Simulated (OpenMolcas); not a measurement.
# Relativistic diatomic calculation for NaH⁻ (part 2 of 2)

Continued. System: NaH⁻. Method: SA-CASSCF(3,5)/XMS-CASPT2 + RASSI spin-orbit (X2C scalar, AMFI), ANO-RCC-VTZP (OpenMolcas).

### Output (extracts), continued
```
++ Dipole transition strengths (spin-free states):
     for osc. strength at least  1.00000000E-05
      From   To        Osc. strength     Einstein coefficients Ax, Ay, Az (sec-1)    Total A (sec-1)
         1    8       8.85238608E-02  4.85494504E+06  6.99247707E-01  0.00000000E+00  4.85494574E+06
         1    9       8.85237857E-02  6.99211837E-01  4.85499012E+06  0.00000000E+00  4.85499082E+06
         1    2       2.17766088E-03  0.00000000E+00  0.00000000E+00  6.21030728E+05  6.21030728E+05
         1    3       1.22819158E-01  0.00000000E+00  0.00000000E+00  6.84141010E+07  6.84141010E+07
         1   10       4.23573983E-01  2.41235577E+08  1.50591382E+03  0.00000000E+00  2.41237083E+08
         1   11       4.23573267E-01  1.50591592E+03  2.41236203E+08  0.00000000E+00  2.41237709E+08
         1   12       2.77408289E-02  2.14371009E+07  1.29556046E+02  0.00000000E+00  2.14372305E+07
         1   13       2.77449912E-02  1.29578337E+02  2.14404526E+07  0.00000000E+00  2.14405822E+07
         1    7       4.20687715E-04  0.00000000E+00  0.00000000E+00  4.76829004E+05  4.76829004E+05
         1   14       8.88808384E-03  1.25128778E+07  7.36432299E+01  0.00000000E+00  1.25129514E+07
         1   15       8.88781974E-03  7.36415382E+01  1.25125825E+07  0.00000000E+00  1.25126561E+07
         8    2       9.21366912E-03  8.28335945E+05  8.29837123E-02  0.00000000E+00  8.28336028E+05
         8    3       7.18764964E-02  1.88536673E+07  2.34794514E+00  0.00000000E+00  1.88536696E+07
         8   10       1.82147231E-01  0.00000000E+00  0.00000000E+00  4.93443305E+07  4.93443305E+07
         8   12       6.70149706E-02  0.00000000E+00  0.00000000E+00  2.78700286E+07  2.78700286E+07
         8    4       3.66827885E-01  2.76794834E+01  1.89132067E+08  0.00000000E+00  1.89132095E+08
         8    5       5.70324095E-02  1.47158150E+06  3.02286547E+07  0.00000000E+00  3.17002362E+07
         8    6       5.70330194E-02  3.02296289E+07  1.47162918E+06  0.00000000E+00  3.17012581E+07
         8    7       1.24254696E-02  8.56919123E+06  6.74833237E-01  0.00000000E+00  8.56919190E+06
         8   14       8.77747626E-03  0.00000000E+00  0.00000000E+00  7.96066893E+06  7.96066893E+06
         9    2       9.21355548E-03  8.29683162E-02  8.28319172E+05  0.00000000E+00  8.28319255E+05
         9    3       7.18766508E-02  2.34810245E+00  1.88536204E+07  0.00000000E+00  1.88536228E+07
         9   11       1.82152798E-01  0.00000000E+00  0.00000000E+00  4.93459203E+07  4.93459203E+07
         9   13       6.70100815E-02  0.00000000E+00  0.00000000E+00  2.78681324E+07  2.78681324E+07
         9    4       3.66828502E-01  1.89131760E+08  2.76803418E+01  0.00000000E+00  1.89131788E+08
         9    5       5.70316510E-02  3.02281566E+07  1.47155710E+06  0.00000000E+00  3.16997137E+07
         9    6       5.70322697E-02  1.47160452E+06  3.02291359E+07  0.00000000E+00  3.17007405E+07
         9    7       1.24253034E-02  6.74639482E-01  8.56905211E+06  0.00000000E+00  8.56905278E+06
         9   15       8.77780978E-03  0.00000000E+00  0.00000000E+00  7.96101223E+06  7.96101223E+06
         2    3       2.99210058E-01  0.00000000E+00  0.00000000E+00  1.34883785E+07  1.34883785E+07
         2   10       1.19705515E-04  5.82777469E+03  3.38836200E-02  0.00000000E+00  5.82780857E+03
         2   11       1.19824473E-04  3.39212319E-02  5.83365159E+03  0.00000000E+00  5.83368551E+03
         2   12       1.66769727E-01  1.98551150E+07  1.25020413E+02  0.00000000E+00  1.98552400E+07
         2   13       1.66770262E-01  1.25022892E+02  1.98554978E+07  0.00000000E+00  1.98556228E+07
         2    7       1.20553520E-03  0.00000000E+00  0.00000000E+00  3.39417175E+05  3.39417175E+05
         2   14       1.78070175E-01  7.58133945E+07  4.54549741E+02  0.00000000E+00  7.58138491E+07
         2   15       1.78072507E-01  4.54560779E+02  7.58152304E+07  0.00000000E+00  7.58156850E+07
        16   20       4.56193084E-02  1.55616195E+06  7.88042652E+02  0.00000000E+00  1.55695000E+06
        16   21       2.98784565E-01  1.32730842E+04  2.62103729E+07  0.00000000E+00  2.62236460E+07
        16   18       3.07607323E-01  0.00000000E+00  0.00000000E+00  6.59543740E+07  6.59543740E+07
        16   19       3.28970601E-05  0.00000000E+00  0.00000000E+00  7.05348963E+03  7.05348963E+03
        17   20       4.56193058E-02  7.88042547E+02  1.55616174E+06  0.00000000E+00  1.55694978E+06
        17   21       2.98784557E-01  2.62103709E+07  1.32730833E+04  0.00000000E+00  2.62236440E+07
        17   18       3.28970593E-05  0.00000000E+00  0.00000000E+00  7.05348905E+03  7.05348905E+03
        17   19       3.07607324E-01  0.00000000E+00  0.00000000E+00  6.59543738E+07  6.59543738E+07
         3   10       7.43463958E-05  5.15298372E+00  3.57001926E-05  0.00000000E+00  5.15301942E+00
         3   11       7.43791234E-05  3.57298373E-05  5.15725531E+00  0.00000000E+00  5.15729104E+00
         3   12       7.08637252E-02  1.24836252E+06  7.73583623E+00  0.00000000E+00  1.24837025E+06
         3   13       7.08651985E-02  7.73630794E+00  1.24844063E+06  0.00000000E+00  1.24844837E+06
         3    7       2.15594204E-01  0.00000000E+00  0.00000000E+00  2.18417285E+07  2.18417285E+07
         3   14       1.97459371E-01  3.82586415E+07  2.22976753E+02  0.00000000E+00  3.82588645E+07
         3   15       1.97459779E-01  2.22980944E+02  3.82593512E+07  0.00000000E+00  3.82595742E+07
        10    4       6.90845324E-02  1.69238038E+01  2.69636800E+06  0.00000000E+00  2.69638492E+06
        10    5       2.94707873E-02  7.06582256E+04  1.42203102E+06  0.00000000E+00  1.49268924E+06
        10    6       2.94718408E-02  1.42218334E+06  7.06657841E+04  0.00000000E+00  1.49284913E+06
        10    7       4.74126893E-04  4.55533665E+04  2.69723888E-01  0.00000000E+00  4.55536363E+04
        10   14       1.14137246E-01  0.00000000E+00  0.00000000E+00  2.12861071E+07  2.12861071E+07
        11    4       6.90836061E-02  2.69628769E+06  1.69233214E+01  0.00000000E+00  2.69630461E+06
        11    5       2.94686694E-02  1.42190840E+06  7.06521191E+04  0.00000000E+00  1.49256052E+06
        11    6       2.94697190E-02  7.06596875E+04  1.42206051E+06  0.00000000E+00  1.49272020E+06
        11    7       4.74419384E-04  2.69902095E-01  4.55809930E+04  0.00000000E+00  4.55812629E+04
        11   15       1.14134159E-01  0.00000000E+00  0.00000000E+00  2.12857297E+07  2.12857297E+07
        20   18       2.48448217E-01  1.92223996E+07  2.07465162E+04  0.00000000E+00  1.92431461E+07
        20   19       2.48448223E-01  2.07465176E+04  1.92224009E+07  0.00000000E+00  1.92431474E+07
        12    4       2.56391896E-05  7.95214397E-04  1.37225816E+02  0.00000000E+00  1.37226611E+02
        12    5       5.32092826E-02  2.55173365E+04  5.13550227E+05  0.00000000E+00  5.39067564E+05
        12    6       5.32135269E-02  5.13673144E+05  2.55234449E+04  0.00000000E+00  5.39196589E+05
        12    7       9.75019551E-02  3.35737213E+06  2.11593413E+01  0.00000000E+00  3.35739329E+06
        12   14       4.01066929E-02  0.00000000E+00  0.00000000E+00  3.79109745E+06  3.79109745E+06
        13    4       2.56167019E-05  1.37095065E+02  7.94419046E-04  0.00000000E+00  1.37095860E+02
        13    5       5.32085130E-02  5.13514505E+05  2.55155629E+04  0.00000000E+00  5.39030067E+05
        13    6       5.32127590E-02  2.55216701E+04  5.13637433E+05  0.00000000E+00  5.39159103E+05
        13    7       9.74999072E-02  2.11582763E+01  3.35720128E+06  0.00000000E+00  3.35722244E+06
        13   15       4.01074816E-02  0.00000000E+00  0.00000000E+00  3.79119308E+06  3.79119308E+06
        21   18       3.63693693E-02  1.09079457E+03  1.01065402E+06  0.00000000E+00  1.01174481E+06
        21   19       3.63693702E-02  1.01065412E+06  1.09079468E+03  0.00000000E+00  1.01174491E+06
         4   14       1.37208763E-02  4.75941278E+00  7.53164078E+05  0.00000000E+00  7.53168837E+05
         4   15       1.37211846E-02  7.53204320E+05  4.75965711E+00  0.00000000E+00  7.53209080E+05
         5   14       4.72387381E-02  9.55849376E+04  1.92456812E+06  0.00000000E+00  2.02015305E+06
         5   15       4.72400746E-02  1.92469009E+06  9.55909924E+04  0.00000000E+00  2.02028109E+06
         6   14       4.72369043E-02  1.92434395E+06  9.55738013E+04  0.00000000E+00  2.01991775E+06
         6   15       4.72382396E-02  9.55798588E+04  1.92446586E+06  0.00000000E+00  2.02004572E+06
         7   14       4.19632624E-02  6.23404342E+05  3.73945661E+00  0.00000000E+00  6.23408082E+05
         7   15       4.19648025E-02  3.73981699E+00  6.23464331E+05  0.00000000E+00  6.23468070E+05
 Electric-quadrupole - electric-quadrupole not included
 Electric-dipole - electric-octupole not included
 Electric-dipole - magnetic-quadrupole not included
   Eigenvalues of complex Hamiltonian:
  (Shifted by EMIN (a.u.) =       -162.7891563127)
 SO State       Relative EMIN(au)   Rel lowest level(eV)    D:o, cm**(-1)      Omega
     1            -0.0000000058        0.0000000000              0.0000         0.5
     2            -0.0000000058        0.0000000000              0.0000         0.5
     3             0.0413052744        1.1239739331           9065.4611         0.5
     4             0.0413052744        1.1239739331           9065.4611         0.5
     5             0.0413247111        1.1245028333           9069.7270         1.5
     6             0.0413247111        1.1245028333           9069.7270         1.5
     7             0.0942119444        2.5636377664          20677.1330         0.5
     8             0.0942119444        2.5636377664          20677.1330         0.5
     9             0.1084484323        2.9510323368          23801.6810         0.5
    10             0.1084484323        2.9510323368          23801.6810         0.5
    11             0.1084570018        2.9512655250          23803.5618         0.5
    12             0.1084570018        2.9512655250          23803.5618         0.5
    13             0.1084655733        2.9514987675          23805.4430         1.5
    14             0.1084655733        2.9514987675          23805.4430         1.5
    15             0.1084741468        2.9517320642          23807.3247         2.5
    16             0.1084741468        2.9517320642          23807.3247         2.5
    17             0.1316692211        3.5829021903          28898.0550         0.5
    18             0.1316692211        3.5829021903          28898.0550         0.5
    19             0.1331341996        3.6227662849          29219.5806         0.5
    20             0.1331341996        3.6227662849          29219.5806         0.5
    21             0.1331420521        3.6229799639          29221.3041         1.5
    22             0.1331420521        3.6229799639          29221.3041         1.5
    23             0.1410530305        3.8382486518          30957.5631         0.5
    24             0.1410530305        3.8382486518          30957.5631         0.5
    25             0.1410530308        3.8382486586          30957.5632         1.5
    26             0.1410530308        3.8382486586          30957.5632         1.5
    27             0.1550822076        4.2200020070          34036.6116         0.5
    28             0.1550822076        4.2200020070          34036.6116         0.5
    29             0.1550878228        4.2201548062          34037.8440         1.5
    30             0.1550878228        4.2201548062          34037.8440         1.5
    31             0.1607264234        4.3735889437          35275.3738         0.5
    32             0.1607264234        4.3735889437          35275.3738         0.5
    33             0.1607264411        4.3735894258          35275.3777         1.5
    34             0.1607264411        4.3735894258          35275.3777         1.5
    35             0.1679913730        4.5712782944          36869.8459         0.5
    36             0.1679913730        4.5712782944          36869.8459         0.5
    37             0.1728418993
```

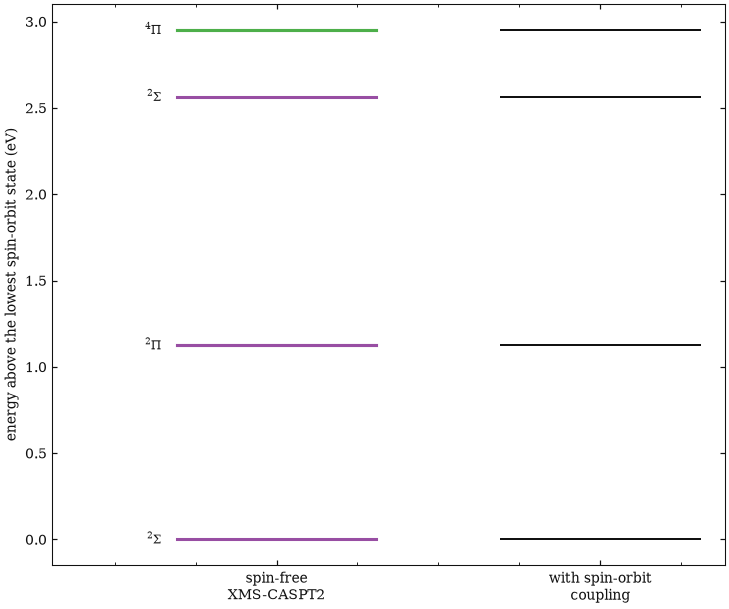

States up to 3.5 eV at 2.033 Å, without spin-orbit coupling (left, a colour for each spin multiplicity) and with it (right, where close levels merge). The spin-free states run ²Σ (0.00 eV), ²Π (1.12 eV), ²Σ (2.56 eV), ⁴Π (2.95 eV) from the lowest. The lowest spin-orbit levels have |Ω| = 1/2 (0 cm⁻¹), 1/2 (9,065 cm⁻¹), 3/2 (9,070 cm⁻¹), 1/2 (20,677 cm⁻¹), 1/2 (23,802 cm⁻¹).

Outcome of the run: converged; whether the anion is bound against detachment isn't tested.
